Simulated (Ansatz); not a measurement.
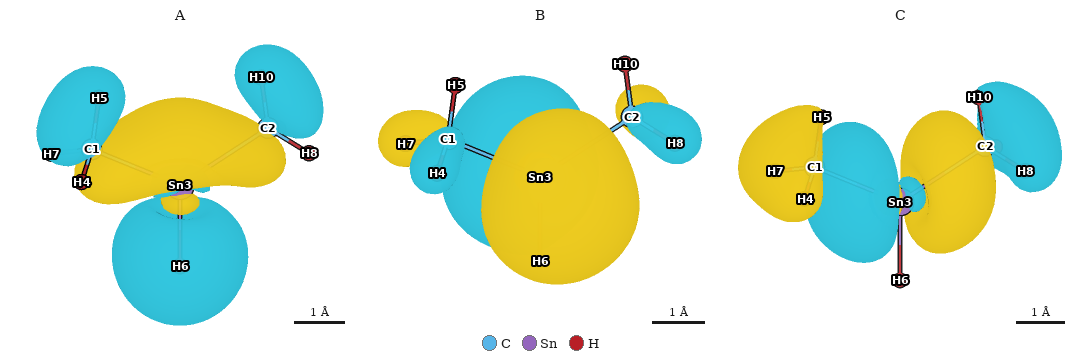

Figure 1: C₂H₇Sn (charge +1). Three frontier orbitals at ±0.08 Å⁻³ᐟ² (yellow and cyan are the two phases), in no order.

Geometry: BLYP-D3(BJ)/def2-SVP; core potentials replace the inner electrons of Sn.

Level of theory: isolated molecule in a Gaussian basis; Kohn-Sham density functional theory, functional PBE0 in Ansatz.

```xyz
10

C    -1.0288   -2.0842   -0.7540
C     0.3576    0.0115    2.1442
Sn   -0.5694   -0.2006    0.2026
H    -0.5172   -2.0935   -1.7376
H    -0.6959   -2.9228   -0.1175
H    -0.9764    1.2523   -0.6530
H    -2.1251   -2.1138   -0.9189
H     1.3026    0.5740    2.0013
H    -0.3260    0.6125    2.7774
H     0.5456   -0.9834    2.5848
```

### Which picture is the HOMO−1, the HOMO and the LUMO?

A is the HOMO−1 (−14.23 eV). It lies mainly on Sn3 (about 35 %), H6 (about 30 %), C2 (about 10 %) and C1 (about 10 %). C is the HOMO (−13.75 eV). It lies mainly on Sn3 (about 30 %), C1 (about 25 %) and C2 (about 25 %). B is the LUMO (−8.01 eV). By Hirshfeld shares it lies mainly on Sn3 (about 80 %).

### What is the HOMO–LUMO gap?

5.74 eV between the orbital energies.
